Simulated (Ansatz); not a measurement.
# Cd: a listed cell, distorted in several ways

A set of self-consistent runs on Cd under moves of single atoms, further strains and shifts, swapped elements, distortions that keep the symmetry, to map its energy surface near the listed cell.

Program: Ansatz 0.2.0. Level of theory: DFT PBEsol, scalar-relativistic, plane waves, PAW. These are calculated values, not measurements.

**1. Starting point**

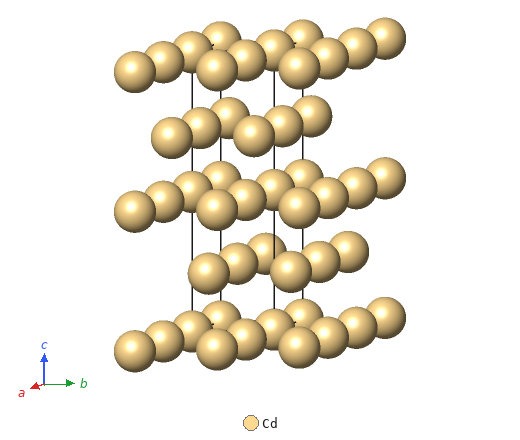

Start, viewed slightly off an axis; cadmium orange. 3×2×1 cells are drawn. Atoms on the faces are drawn again on the opposite ones.

Structure file:

```cif
data_structure
_symmetry_space_group_name_H-M 'P 1'
_symmetry_Int_Tables_number 1
_cell_length_a 3.0931
_cell_length_b 3.0931
_cell_length_c 10.4307
_cell_angle_alpha 90.000
_cell_angle_beta 90.000
_cell_angle_gamma 120.000
_cell_volume 86.42
loop_
_atom_site_label
_atom_site_type_symbol
_atom_site_fract_x
_atom_site_fract_y
_atom_site_fract_z
_atom_site_occupancy
Cd1 Cd 0.00000 0.00000 0.00000 1
Cd2 Cd 0.33333 0.66667 0.25000 1
Cd3 Cd 0.00000 0.00000 0.50000 1
Cd4 Cd 0.66667 0.33333 0.75000 1
```

The structure comes from the Materials Project (structure only).

**2. A change within a subgroup**

Against the listed cell: strain xx, yy, zz, yz, xz, xy = +3.2, +3.2, +6.2, +0.0, +0.0, +0.0 %; atoms moved by 0.10 Å root mean square, at most 0.14 Å.

File input.yaml:

```yaml
crystal:
  lattice:
    - [3.1911488122, 0.0, 0.0]
    - [-1.5955744061, 2.7636159386, 0.0]
    - [0.0, 0.0, 11.0744177378]
  atoms:
    - { symbol: Cd, position: [0.0, 0.0, 0.0135581366] }
    - { symbol: Cd, position: [0.33333333, 0.66666667, 0.25] }
    - { symbol: Cd, position: [0.0, 0.0, 0.4864418634] }
    - { symbol: Cd, position: [0.66666667, 0.33333333, 0.75] }
basis:
  ecutwfc: 420
kpoints:
  mp_grid: { grid: [15, 15, 4] }
hamiltonian:
  xc: pbesol
scf:
  occupations: { method: gaussian, width: 0.1 }
output:
  forces: true
  stress: true
  eigenvalues: true
```

Standard output, cut to the lines that bear on the results:

```text
Warning: RAYON_NUM_THREADS=1 ignored (pool sized by the plan → 1); use --threads N
[...]
Pseudopotentials: kind: paw
Pseudopotential: Cd, paw, valence charge 20, recommended cutoff 420 eV (normal), Cd.paw.azcp
Functional definition: PBEsol
[...]
Crystal: 4 atoms, lattice volume = 97.667 Å³
Basis set: ecut = 420 eV, 1969 PW (Γ), exchange–correlation on 48×48×150 points (8 copies of the dense FFT grid, shifted against one another)
Bands: 48, of which v1, the nominal top of the filled ones, is band 40 counted from 1 (39 counted from 0)
Symmetry: 12 space group operations
Space group: P-6m2 (ITA 187), of the structure as read, at distance tolerance 4.6e-5 Å
k-points: 81 of 900 (time reversal used)
[...]
SCF iter   1: F=—  HF=-32735.865682 eV  |F-HF|=—  |Δ(HF+E_count)|=         —  Δρ=5.18e-3  dr2=2.34e-2  ethr=1.77e-3  ⟨swp⟩=6.5  Hψ=13480  notcnv=0  defer=33
[...]
SCF iter   7: F=-32735.858376 eV  HF=-32735.858376 eV  |F-HF|=8.29e-9  |Δ(HF+E_count)|=   1.86e-8  Δρ=2.84e-6  dr2=1.22e-8  ethr=1.25e-10  ⟨swp⟩=8.3  Hψ=14313  notcnv=0
[...]
SCF converged after 7 iterations
Free energy (F): -32735.858376 eV
[...]
E sigma→0 (E₀):  -32735.853644 eV
Entropy (-TS):   -0.009464 eV (-2.366 meV/atom)
Fermi energy:    12.291655 eV
[...]
--- Forces (eV/Å), atoms counted from 1 ---
  atom   1  Cd    -0.00000000    -0.00000000    -0.11567392
  atom   2  Cd     0.00000000     0.00000000    -0.00000000
  atom   3  Cd    -0.00000000    -0.00000000     0.11567392
  atom   4  Cd     0.00000000    -0.00000000     0.00000000
[...]
--- Stress (GPa, compression-positive) ---
       -5.905857       0.000000       0.000000
        0.000000      -5.905857       0.000000
        0.000000       0.000000      -4.485498
  P = ⅓ Tr σ = -5.4324 GPa (-54.324 kbar)
--- Band table (eV; the first three rows and the last of 81) ---
[...]
```

Wall time 27 s (1 thread of an Arm CPU, shared host); peak memory 0.48 GiB.

**3. One atom moved**

The change: atom 2 (Cd) moved by 0.23 Å.

File input.yaml:

```yaml
crystal:
  lattice:
    - [3.0930676374, 0.0, 0.0]
    - [-1.5465338187, 2.6786751496, 0.0]
    - [0.0, 0.0, 10.43073696]
  atoms:
    - { symbol: Cd, position: [0.0, 0.0, 0.0] }
    - { symbol: Cd, position: [0.4060766471, 0.66666667, 0.25] }
    - { symbol: Cd, position: [0.0, 0.0, 0.5] }
    - { symbol: Cd, position: [0.66666667, 0.33333333, 0.75] }
basis:
  ecutwfc: 420
kpoints:
  mp_grid: { grid: [15, 15, 4] }
hamiltonian:
  xc: pbesol
scf:
  occupations: { method: gaussian, width: 0.1 }
output:
  forces: true
  stress: true
  eigenvalues: true
```

Standard output, cut to the lines that bear on the results:

```text
Warning: RAYON_NUM_THREADS=1 ignored (pool sized by the plan → 1); use --threads N
[...]
[... 3 set-up lines as earlier in the session ...]
[...]
Crystal: 4 atoms, lattice volume = 86.422 Å³
Basis set: ecut = 420 eV, 1679 PW (Γ), exchange–correlation on 48×48×144 points (8 copies of the dense FFT grid, shifted against one another)
Bands: 48, of which v1, the nominal top of the filled ones, is band 40 counted from 1 (39 counted from 0)
Symmetry: 2 space group operations
Space group: Pm (ITA 6), of the structure as read, at distance tolerance 4.4e-5 Å
k-points: 339 of 900 (time reversal used)
[...]
SCF iter   1: F=—  HF=-32736.150478 eV  |F-HF|=—  |Δ(HF+E_count)|=         —  Δρ=5.73e-3  dr2=2.41e-2  ethr=1.77e-3  ⟨swp⟩=6.3  Hψ=55518  notcnv=0  defer=128
[...]
SCF iter   6: F=-32736.142966 eV  HF=-32736.142966 eV  |F-HF|=3.47e-8  |Δ(HF+E_count)|=   5.09e-7  Δρ=7.47e-6  dr2=5.91e-8  ethr=1.25e-10  ⟨swp⟩=7.3  Hψ=72319  notcnv=0
[...]
SCF converged after 6 iterations
Free energy (F): -32736.142966 eV
[...]
E sigma→0 (E₀):  -32736.138205 eV
Entropy (-TS):   -0.009522 eV (-2.380 meV/atom)
Fermi energy:    14.522053 eV
[...]
--- Forces (eV/Å), atoms counted from 1 ---
  atom   1  Cd     0.03993036     0.01180797    -0.01885842
  atom   2  Cd    -0.06541856    -0.02305557     0.00000000
  atom   3  Cd     0.03993036     0.01180797     0.01885842
  atom   4  Cd    -0.01443665    -0.00056177     0.00000000
[...]
--- Stress (GPa, compression-positive) ---
       -1.801686      -0.600311       0.000000
       -0.600311      -1.819106       0.000000
        0.000000       0.000000      -1.508284
  P = ⅓ Tr σ = -1.7097 GPa (-17.097 kbar)
--- Band table (eV; the first three rows and the last of 339) ---
[...]
```

Run time: 100 s. Hardware: 1 thread of an Arm CPU, shared host; peak memory 1 GiB.

**4. A distortion of lower symmetry**

Against the listed cell: strain xx, yy, zz, yz, xz, xy = -1.3, -4.9, -3.7, -0.7, -0.7, +1.1 %; atoms moved by 0.15 Å root mean square, at most 0.21 Å.

File input.yaml:

```yaml
crystal:
  lattice:
    - [3.0528577581, 0.0344258428, -0.0214040281]
    - [-1.4966152246, 2.5307696676, -0.0070576022]
    - [-0.0721806998, -0.069155786, 10.0427135451]
  atoms:
    - { symbol: Cd, position: [0.0, 0.0, 0.0] }
    - { symbol: Cd, position: [0.3079427088, 0.718842745, 0.2489802373] }
    - { symbol: Cd, position: [0.0, 0.0, 0.5] }
    - { symbol: Cd, position: [0.6920572912, 0.281157255, 0.7510197627] }
basis:
  ecutwfc: 420
kpoints:
  mp_grid: { grid: [14, 14, 4] }
hamiltonian:
  xc: pbesol
scf:
  occupations: { method: gaussian, width: 0.1 }
output:
  forces: true
  stress: true
  eigenvalues: true
```

Standard output, cut to the lines that bear on the results:

```text
Warning: RAYON_NUM_THREADS=1 ignored (pool sized by the plan → 1); use --threads N
[...]
[... 3 set-up lines as earlier in the session ...]
[...]
Crystal: 4 atoms, lattice volume = 78.101 Å³
Basis set: ecut = 420 eV, 1505 PW (Γ), exchange–correlation on 48×40×144 points (8 copies of the dense FFT grid, shifted against one another)
Bands: 48, of which v1, the nominal top of the filled ones, is band 40 counted from 1 (39 counted from 0)
[... 1 set-up line as earlier in the session ...]
Space group: P-1 (ITA 2), of the structure as read, at distance tolerance 4.3e-5 Å
k-points: 396 of 784
[...]
SCF iter   1: F=—  HF=-32736.097238 eV  |F-HF|=—  |Δ(HF+E_count)|=         —  Δρ=6.32e-3  dr2=2.68e-2  ethr=1.77e-3  ⟨swp⟩=6.3  Hψ=64459  notcnv=0  defer=157
[...]
SCF iter   7: F=-32736.088850 eV  HF=-32736.088850 eV  |F-HF|=4.99e-8  |Δ(HF+E_count)|=   1.86e-8  Δρ=6.32e-6  dr2=5.67e-8  ethr=1.25e-10  ⟨swp⟩=7.5  Hψ=69678  notcnv=0
[...]
SCF converged after 7 iterations
Free energy (F): -32736.088850 eV
[...]
E sigma→0 (E₀):  -32736.086088 eV
Entropy (-TS):   -0.005524 eV (-1.381 meV/atom)
Fermi energy:    16.580479 eV
[...]
--- Forces (eV/Å), atoms counted from 1 ---
  atom   1  Cd     0.00000000     0.00000000     0.00000000
  atom   2  Cd     0.08399957    -0.12577233     0.05840879
  atom   3  Cd     0.00000000     0.00000000     0.00000000
  atom   4  Cd    -0.08399957     0.12577233    -0.05840879
[...]
--- Stress (GPa, compression-positive) ---
        3.136090       0.218532       0.037168
        0.218532       5.849708      -0.064998
        0.037168      -0.064998       5.602871
  P = ⅓ Tr σ = 4.8629 GPa (48.629 kbar)
--- Band table (eV; the first three rows and the last of 396) ---
[...]
```

Run time: 62 s. Hardware: 1 thread of an Arm CPU, shared host; peak memory 1 GiB.

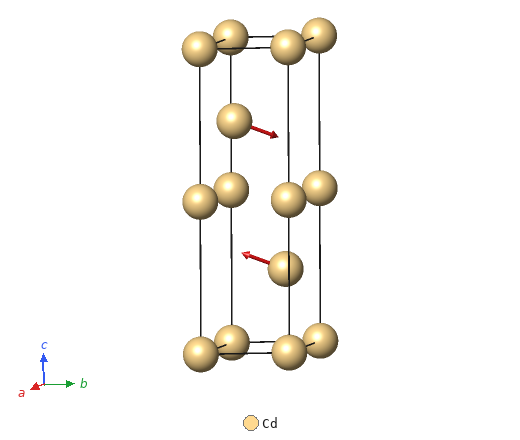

The distorted cell with the forces as red arrows; the longest stands for 0.16 eV/Å.

**5. A change within the space group**

The change: strain xx, yy, zz, yz, xz, xy = +2.3, +2.3, +3.8, +0.0, +0.0, +0.0 %.

File input.yaml:

```yaml
crystal:
  lattice:
    - [3.1642700544, 0.0, 0.0]
    - [-1.5821350272, 2.7403382515, 0.0]
    - [0.0, 0.0, 10.8273135792]
  atoms:
    - { symbol: Cd, position: [0.0, 0.0, 0.0] }
    - { symbol: Cd, position: [0.33333333, 0.66666667, 0.25] }
    - { symbol: Cd, position: [0.0, 0.0, 0.5] }
    - { symbol: Cd, position: [0.66666667, 0.33333333, 0.75] }
basis:
  ecutwfc: 420
kpoints:
  mp_grid: { grid: [15, 15, 4] }
hamiltonian:
  xc: pbesol
scf:
  occupations: { method: gaussian, width: 0.1 }
output:
  forces: true
  stress: true
  eigenvalues: true
```

Standard output, cut to the lines that bear on the results:

```text
Warning: RAYON_NUM_THREADS=1 ignored (pool sized by the plan → 1); use --threads N
[...]
[... 3 set-up lines as earlier in the session ...]
[...]
Crystal: 4 atoms, lattice volume = 93.885 Å³
Basis set: ecut = 420 eV, 1801 PW (Γ), exchange–correlation on 48×48×150 points (8 copies of the dense FFT grid, shifted against one another)
Bands: 48, of which v1, the nominal top of the filled ones, is band 40 counted from 1 (39 counted from 0)
Symmetry: 24 space group operations
Space group: P63/mmc (ITA 194), of the structure as read, at distance tolerance 4.5e-5 Å
k-points: 81 of 900
[...]
SCF iter   1: F=—  HF=-32735.999313 eV  |F-HF|=—  |Δ(HF+E_count)|=         —  Δρ=5.35e-3  dr2=2.33e-2  ethr=1.77e-3  ⟨swp⟩=6.2  Hψ=13309  notcnv=0  defer=36
[...]
SCF iter   6: F=-32735.992008 eV  HF=-32735.992008 eV  |F-HF|=3.64e-8  |Δ(HF+E_count)|=   4.34e-7  Δρ=6.94e-6  dr2=6.32e-8  ethr=1.25e-10  ⟨swp⟩=7.5  Hψ=17035  notcnv=0
[...]
SCF converged after 6 iterations
Free energy (F): -32735.992008 eV
[...]
E sigma→0 (E₀):  -32735.986060 eV
Entropy (-TS):   -0.011896 eV (-2.974 meV/atom)
Fermi energy:    12.993715 eV
[...]
--- Forces (eV/Å), atoms counted from 1 ---
  atom   1  Cd    -0.00000000    -0.00000000    -0.00000000
  atom   2  Cd    -0.00000000     0.00000000    -0.00000000
  atom   3  Cd     0.00000000     0.00000000     0.00000000
  atom   4  Cd     0.00000000    -0.00000000     0.00000000
[...]
--- Stress (GPa, compression-positive) ---
       -4.881034      -0.000000       0.000000
       -0.000000      -4.881034      -0.000000
        0.000000      -0.000000      -4.481455
  P = ⅓ Tr σ = -4.7478 GPa (-47.478 kbar)
--- Band table (eV; the first three rows and the last of 81) ---
[...]
```

Run time: 15 s. Hardware: 1 thread of an Arm CPU, shared host; peak memory 0.49 GiB.

**6. One element swapped, cell strained: Cd → Hg, first probe**

The change: Hg takes all sites of Cd, and lengths are scaled by 0.950 as a first guess of the size; strain xx, yy, zz, yz, xz, xy = +0.0, +0.0, -1.5, +0.0, +0.0, +0.0 %.

File input.yaml:

```yaml
crystal:
  lattice:
    - [2.9394133164, 0.0, 0.0]
    - [-1.4697066582, 2.5456066042, 0.0]
    - [0.0, 0.0, 9.7639312384]
  atoms:
    - { symbol: Hg, position: [0.0, 0.0, 0.0] }
    - { symbol: Hg, position: [0.33333333, 0.66666667, 0.25] }
    - { symbol: Hg, position: [0.0, 0.0, 0.5] }
    - { symbol: Hg, position: [0.66666667, 0.33333333, 0.75] }
basis:
  ecutwfc: 420
kpoints:
  mp_grid: { grid: [9, 9, 2] }
hamiltonian:
  xc: pbesol
scf:
  occupations: { method: gaussian, width: 0.1 }
output:
  forces: true
  stress: true
  eigenvalues: true
```

Standard output, cut to the lines that bear on the results:

```text
[...]
SCF converged after 6 iterations
Free energy (F): -54670.964094 eV
[...]
E sigma→0 (E₀):  -54670.957167 eV
Entropy (-TS):   -0.013854 eV (-3.463 meV/atom)
Fermi energy:    20.791559 eV
[...]
--- Forces (eV/Å), atoms counted from 1 ---
  atom   1  Hg    -0.00000000    -0.00000000     0.00000000
  atom   2  Hg     0.00000000    -0.00000000     0.00000000
  atom   3  Hg     0.00000000    -0.00000000    -0.00000000
  atom   4  Hg    -0.00000000     0.00000000     0.00000000
[...]
--- Stress (GPa, compression-positive) ---
       21.556699      -0.000000       0.000000
        0.000000      21.556699       0.000000
        0.000000       0.000000      24.505846
  P = ⅓ Tr σ = 22.5397 GPa (225.397 kbar)
--- Band table (eV; the first three rows and the last of 24) ---
[...]
```

Run time: 3.9 s. Hardware: 1 thread of an Arm CPU, shared host; peak memory 0.34 GiB.

**7. One element swapped, cell strained: Cd → Hg**

input.yaml: that of step 6 with these lines changed.

```diff
@@ -13,3 +13,3 @@
 kpoints:
-  mp_grid: { grid: [9, 9, 2] }
+  mp_grid: { grid: [18, 18, 6] }
 hamiltonian:
```

Standard output, cut to the lines that bear on the results:

```text
Warning: RAYON_NUM_THREADS=1 ignored (pool sized by the plan → 1); use --threads N
[...]
[... 1 set-up line as earlier in the session ...]
Pseudopotential: Hg, paw, valence charge 20, recommended cutoff 420 eV (normal), Hg.paw.azcp
[... 1 set-up line as earlier in the session ...]
[...]
Crystal: 4 atoms, lattice volume = 73.059 Å³
Basis set: ecut = 420 eV, 1389 PW (Γ), exchange–correlation on 40×40×144 points (8 copies of the dense FFT grid, shifted against one another)
Bands: 48, of which v1, the nominal top of the filled ones, is band 40 counted from 1 (39 counted from 0)
[... 1 set-up line as earlier in the session ...]
Space group: P63/mmc (ITA 194), of the structure as read, at distance tolerance 4.2e-5 Å
k-points: 148 of 1944
[...]
SCF iter   1: F=—  HF=-54670.911859 eV  |F-HF|=—  |Δ(HF+E_count)|=         —  Δρ=3.72e-3  dr2=6.46e-3  ethr=1.77e-3  ⟨swp⟩=6.7  Hψ=24477  notcnv=0  defer=84
[...]
SCF iter   6: F=-54670.912183 eV  HF=-54670.912183 eV  |F-HF|=1.47e-8  |Δ(HF+E_count)|=   3.31e-7  Δρ=6.44e-6  dr2=3.00e-8  ethr=1.25e-10  ⟨swp⟩=7.4  Hψ=30489  notcnv=0
[...]
SCF converged after 6 iterations
Free energy (F): -54670.912183 eV
[...]
E sigma→0 (E₀):  -54670.908668 eV
Entropy (-TS):   -0.007029 eV (-1.757 meV/atom)
Fermi energy:    20.890375 eV
[...]
--- Forces (eV/Å), atoms counted from 1 ---
  atom   1  Hg    -0.00000000     0.00000000    -0.00000000
  atom   2  Hg     0.00000000    -0.00000000     0.00000000
  atom   3  Hg     0.00000000     0.00000000     0.00000000
  atom   4  Hg    -0.00000000     0.00000000     0.00000000
[...]
--- Stress (GPa, compression-positive) ---
       22.625784       0.000000       0.000000
        0.000000      22.625784       0.000000
        0.000000       0.000000      22.997810
  P = ⅓ Tr σ = 22.7498 GPa (227.498 kbar)
--- Band table (eV; the first three rows and the last of 148) ---
[...]
```

Run time: 22 s. Hardware: 1 thread of an Arm CPU, shared host; peak memory 0.56 GiB.

**8. A distortion of lower symmetry**

Against the listed cell: strain xx, yy, zz, yz, xz, xy = -0.5, -0.5, -2.0, +0.0, +0.0, +0.0 %; atoms moved by 0.10 Å root mean square, at most 0.14 Å.

File input.yaml:

```yaml
crystal:
  lattice:
    - [3.0767362403, 0.0, 0.0]
    - [-1.5383681201, 2.6645317448, 0.0]
    - [0.0, 0.0, 10.2192016145]
  atoms:
    - { symbol: Cd, position: [0.0, 0.0, 0.0135581366] }
    - { symbol: Cd, position: [0.33333333, 0.66666667, 0.25] }
    - { symbol: Cd, position: [0.0, 0.0, 0.4864418634] }
    - { symbol: Cd, position: [0.66666667, 0.33333333, 0.75] }
basis:
  ecutwfc: 420
kpoints:
  mp_grid: { grid: [15, 15, 4] }
hamiltonian:
  xc: pbesol
scf:
  occupations: { method: gaussian, width: 0.1 }
output:
  forces: true
  stress: true
  eigenvalues: true
```

Standard output, cut to the lines that bear on the results:

```text
Warning: RAYON_NUM_THREADS=1 ignored (pool sized by the plan → 1); use --threads N
[...]
[... 3 set-up lines as earlier in the session ...]
[...]
Crystal: 4 atoms, lattice volume = 83.778 Å³
Basis set: ecut = 420 eV, 1631 PW (Γ), exchange–correlation on 48×48×144 points (8 copies of the dense FFT grid, shifted against one another)
Bands: 48, of which v1, the nominal top of the filled ones, is band 40 counted from 1 (39 counted from 0)
[... 1 set-up line as earlier in the session ...]
Space group: P-6m2 (ITA 187), of the structure as read, at distance tolerance 4.4e-5 Å
k-points: 81 of 900 (time reversal used)
[...]
SCF iter   1: F=—  HF=-32736.124509 eV  |F-HF|=—  |Δ(HF+E_count)|=         —  Δρ=5.97e-3  dr2=4.77e-2  ethr=1.77e-3  ⟨swp⟩=6.4  Hψ=13373  notcnv=0  defer=33
[...]
SCF iter   7: F=-32736.114455 eV  HF=-32736.114455 eV  |F-HF|=3.91e-8  |Δ(HF+E_count)|=   2.08e-8  Δρ=7.84e-6  dr2=5.63e-8  ethr=1.25e-10  ⟨swp⟩=8.7  Hψ=15001  notcnv=0
[...]
SCF converged after 7 iterations
Free energy (F): -32736.114455 eV
[...]
E sigma→0 (E₀):  -32736.110140 eV
Entropy (-TS):   -0.008630 eV (-2.158 meV/atom)
Fermi energy:    15.156491 eV
[...]
--- Forces (eV/Å), atoms counted from 1 ---
  atom   1  Cd    -0.00000000    -0.00000000    -0.38821070
  atom   2  Cd     0.00000000     0.00000000    -0.00000000
  atom   3  Cd    -0.00000000    -0.00000000     0.38821070
  atom   4  Cd    -0.00000000    -0.00000000     0.00000000
[...]
--- Stress (GPa, compression-positive) ---
        0.058130      -0.000000       0.000000
       -0.000000       0.058130       0.000000
        0.000000       0.000000       0.880196
  P = ⅓ Tr σ = 0.3322 GPa (3.322 kbar)
--- Band table (eV; the first three rows and the last of 81) ---
[...]
```

It took 25 s on 1 thread of an Arm CPU, shared host; peak memory 0.45 GiB.

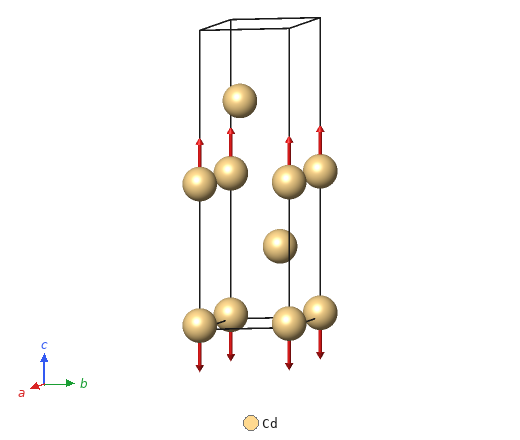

The distorted cell with the forces as red arrows; the longest stands for 0.39 eV/Å.

**9. All points side by side**

| step | case | energy (meV/atom) | pressure (GPa) | largest force (eV/Å) | gap on the mesh (eV) |
| --- | --- | --- | --- | --- | --- |
| 2 | a change within a subgroup | +0.0 | -5.4 | 0.12 | 0.00 |
| 3 | one atom moved | -71.1 | -1.7 | 0.07 | 0.00 |
| 4 | a distortion of lower symmetry | -58.1* | 4.9 | 0.16 | 0.00 |
| 5 | a change within the space group | -33.1 | -4.7 | 0.00 | 0.00 |
| 7 | one element swapped, cell strained: Cd → Hg | n/a | 22.7 | 0.00 | 0.00 |
| 8 | a distortion of lower symmetry | -64.1 | 0.3 | 0.39 | 0.00 |

Energies are counted from step 2, with the smearing taken to zero; a star marks another k mesh, which can shift energies by itself, so starred rows don't rank against the others. Other atoms or functionals have another zero of energy (n/a). A gap of 0.00 means none on the mesh at this level.

Among the distorted cells of the listed formula and level the largest force, 0.39 eV/Å, comes in step 8, shared by 2 atoms. The pressure is 4.9 GPa in the smallest cell and -5.4 GPa in the largest; between them shape and moved atoms count too. The distorted cells of the listed formula and level show no gap on the mesh. The runs treat Hg without spin-orbit coupling.
